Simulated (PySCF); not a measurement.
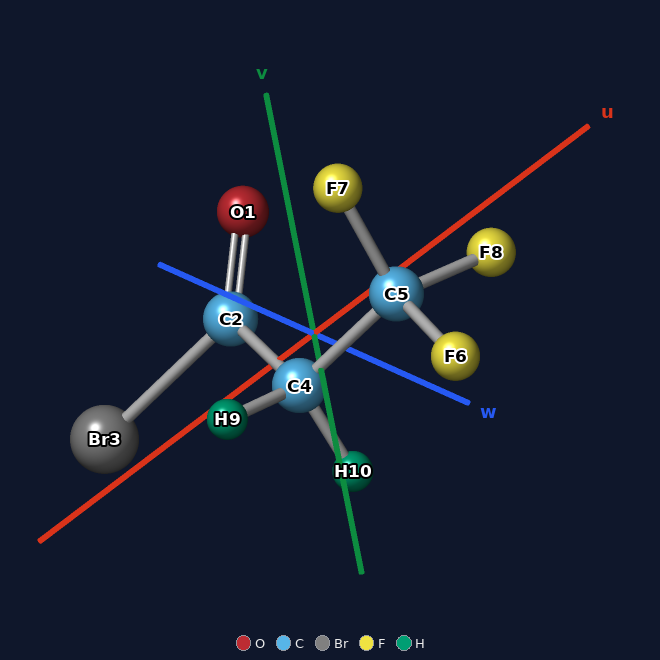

The lines u, v and w are the principal axes of the static dipole polarisability. The computed structure is the end point of a GFN2-xTB optimisation. No frequency run is at hand to confirm it as a minimum. Method: B3LYP/def2-SVPD (PySCF 2.14.0).

> Along which axis is the molecule most polarisable, and along which least?

Most along u (nearly parallel to the C4–C5 bond), least along w.

> Give the three principal values.

u 84.4, v 61.2, w 51.0 bohr³; mean 65.5, anisotropy 29.7 bohr³.

The geometry is semi-empirical. Around Br such bond lengths and angles can be off by a tenth of an ångström or more and by several degrees, and values that hang on the shape move with them.
